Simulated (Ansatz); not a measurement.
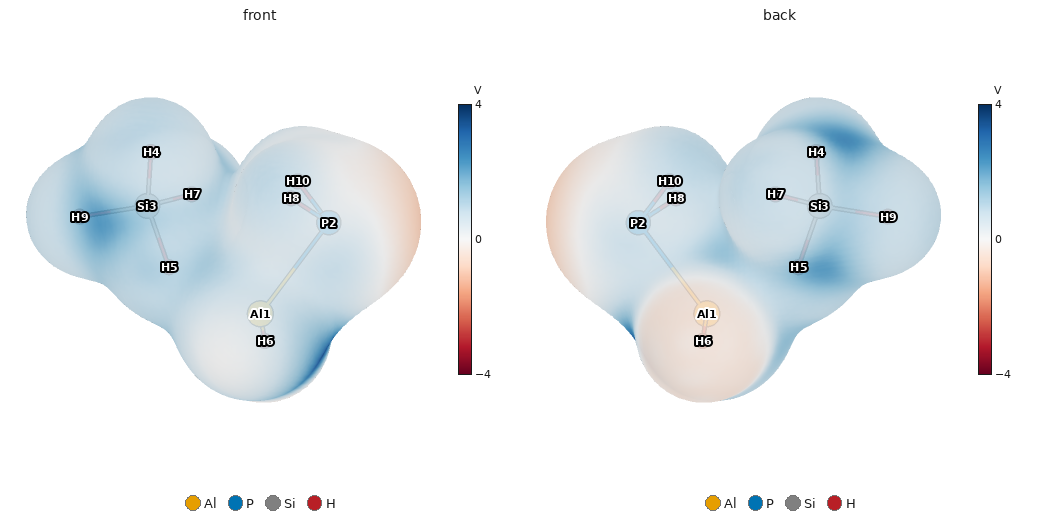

The picture shows: AlH3P···SiH4 (SMILES [AlH][PH2].[SiH4]) (doublet). The molecular electrostatic potential painted on the density surface at 0.004 e/bohr³, seen from the front and from behind; red is negative and blue positive.

Geometry: BLYP-D3(BJ)/def2-SVP.

Level of theory: isolated molecule in a Gaussian basis; Kohn-Sham density functional theory, functional PBE0 (Ansatz).

```yaml
atoms:
  - { symbol: Al, position_ang: [-1.7954, -0.9040, 0.6678] }
  - { symbol: P, position_ang: [0.2173, -2.2116, 0.7522] }
  - { symbol: Si, position_ang: [0.1850, 1.7925, 0.0047] }
  - { symbol: H, position_ang: [1.3540, 1.6193, 0.9189] }
  - { symbol: H, position_ang: [-1.0050, 1.1007, 0.6670] }
  - { symbol: H, position_ang: [-2.4299, -0.7344, -0.8115] }
  - { symbol: H, position_ang: [0.4332, 1.1521, -1.3209] }
  - { symbol: H, position_ang: [0.7152, -1.6309, 1.9722] }
  - { symbol: H, position_ang: [-0.1723, 3.2379, -0.1525] }
  - { symbol: H, position_ang: [0.9653, -1.3104, -0.0918] }
```

Which sites attract a positive test charge, and which a negative one?

Answer. A positive charge is drawn to the negative regions and a negative charge to the positive ones. The most negative region (about −0.9 V, or −21 kcal/mol for a unit charge) lies over P2, the most positive (about +3.3 V, or +76 kcal/mol for a unit charge) over Al1.

How polar is the complex by this calculation?

Answer. Its dipole moment is 2.24 D.
